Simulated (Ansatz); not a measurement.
A series of calculations on SiH2OF

Part 1: Relaxation

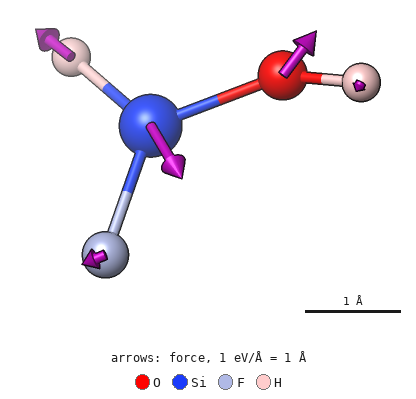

Starting geometry of SiH$_{2}$OF (charge +1) with the computed forces as purple arrows. Style: ball-and-stick. Shown at a tilt.

The run prepares an end point of a later path (torsion) calculation, from a guessed geometry.

Level of theory: RKS r2SCANh-D4/def2-SVP (Ansatz).

Input
```yaml
crystal:
  periodic: [false, false, false]
  atoms:
    - { symbol: O, position_ang: [-0.78144, -0.70622, -0.10967] }
    - { symbol: Si, position_ang: [0.45406, 0.18806, 0.12224] }
    - { symbol: F, position_ang: [0.37405, 1.68341, -0.31858] }
    - { symbol: H, position_ang: [-1.68931, -0.83796, -0.41518] }
    - { symbol: H, position_ang: [1.64264, -0.32729, 0.7212] }
total_charge: 1
basis:
  gaussian: { orbitals: def2-SVP }
hamiltonian:
  xc: r2scanh
  dispersion: d4
relax:
  f_tol: 0.015
  max_steps: 40
```

Launched with:
```bash
ansatz run input.yaml --threads 1 --pin off --max-ram 2048MiB --backend cpu --events-out ev --progress --plain --runs-dir out
```

### Is this structure relaxed? If not, where do the atoms go?

It isn't relaxed: the largest force vector, on Si2, is 0.85 eV/Å. The final displacements follow the starting forces only in part (cosine between the two patterns 0.44). The largest move after the best rigid fit is that of O1, 0.098 Å. By element the largest moves are O 0.098 Å, H 0.093 Å, Si 0.025 Å, F 0.020 Å. Among the contacts that change: Si2–H5 1.427 → 1.455 Å, O1–Si2 1.543 → 1.563 Å. Among the angles between lasting bonds that change: Si2–O1–H4 151.5° → 136.7°, O1–Si2–F3 118.2° → 121.9°, O1–Si2–H5 121.4° → 119.1°. The energy falls by 1.01 kcal/mol in 6 geometry steps. Largest force component: 0.59 eV/Å at the start, 0.011 eV/Å at the end.

Part 2: Relaxation

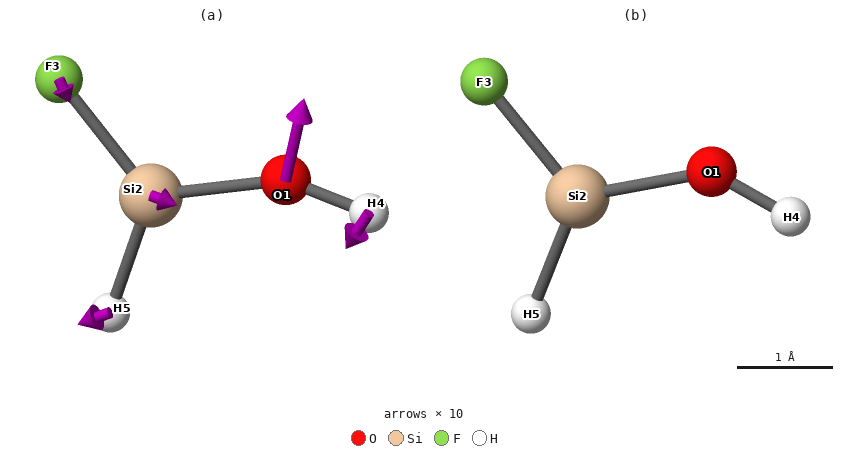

The structure of SiH₂OF (charge +1) before (left) and after (right) a relaxation, at one scale. The purple arrows give the displacements, 10 times their true length.

The picture is a ball-and-stick view, seen at a tilt.

The run prepares an end point of a later path (torsion) calculation, from a guessed geometry.

All numbers below come from RKS r2SCANh-D4/def2-SVP in Ansatz 0.2.0.

Input
```yaml
crystal:
  periodic: [false, false, false]
  atoms:
    - { symbol: O, position_ang: [-0.78144, -0.70622, -0.10967] }
    - { symbol: Si, position_ang: [0.45406, 0.18806, 0.12224] }
    - { symbol: F, position_ang: [1.7137, -0.45345, 0.78448] }
    - { symbol: H, position_ang: [-1.68931, -0.83796, -0.41518] }
    - { symbol: H, position_ang: [0.45586, 1.56503, -0.25328] }
total_charge: 1
basis:
  gaussian: { orbitals: def2-SVP }
hamiltonian:
  xc: r2scanh
  dispersion: d4
relax:
  f_tol: 0.015
  max_steps: 40
```

Launched with:
```bash
ansatz run input.yaml --threads 1 --pin off --max-ram 2048MiB --backend cpu --events-out ev --progress --plain --runs-dir out
```

> Summarise the run.

The atom that moves furthest after the best rigid fit is O1 (0.097 Å). Largest moves by element: O 0.097 Å, H 0.052 Å, Si 0.031 Å, F 0.028 Å. Near-neighbour distances that change, for instance: Si2–H5 1.427 → 1.459 Å, O1–Si2 1.543 → 1.561 Å. Bond angles that change, for instance: Si2–O1–H4 151.5° → 139.0°, O1–Si2–H5 121.4° → 127.5°, F3–Si2–H5 120.5° → 117.2°. Over 6 geometry steps the energy falls by 0.037 eV. The largest force component goes from 0.7 to 0.0026 eV/Å. Cost: 16 s on 1 thread of Arm Neoverse V1, on a shared host, peak memory 0.14 GiB.

Part 3: Path

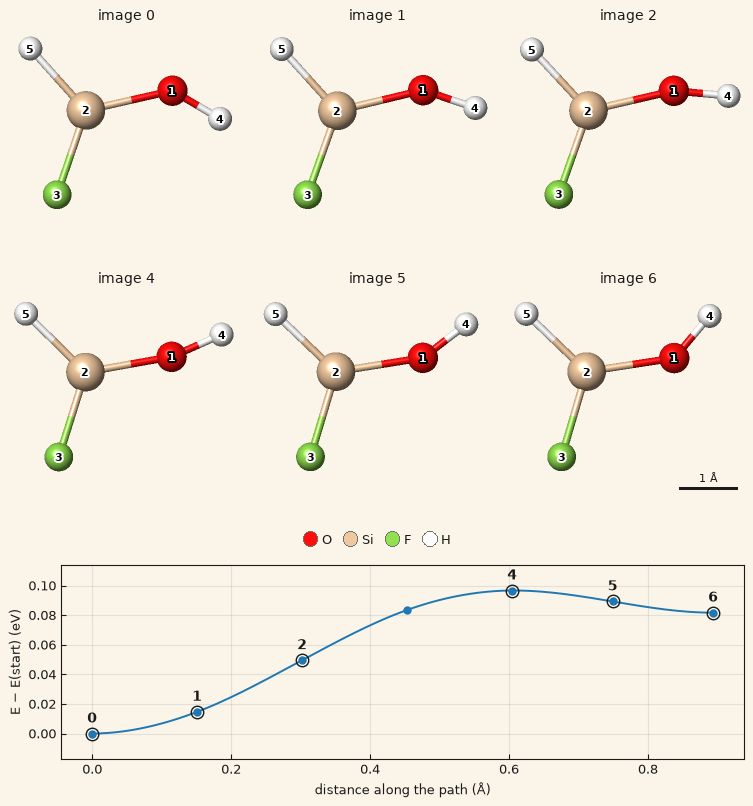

A search for the minimum-energy path of SiH$_{2}$OF (charge +1) by the nudged elastic band. Images are numbered from 0 (start) to 6 (end). Style: ball-and-stick. Shown face on.

All numbers below come from RKS r2SCANh-D4/def2-SVP (Ansatz). Set-up: 5 movable images; climbing image; force threshold 0.03 eV/Å; iteration limit 60; starting path by image-dependent pair potential.

> What happens along the path, and what is the barrier?

The motion is an in-plane inversion: the angle Si2–O1–H4 opens from 137° to 178° on the way and closes on the other side (139° at the end). No bond forms or breaks between the ends. Bond angles that change up to the highest image, for instance: Si2–O1–H4 136.7° → 166.2°, O1–Si2–H5 119.1° → 125.4°. Forward barrier 0.097 eV, backward barrier 0.015 eV, with image 4 at the top; the reaction energy is +0.082 eV. The band is converged.

Cost: 65 s on 1 thread of Arm Neoverse V1, on a shared host, peak memory 0.11 GiB.
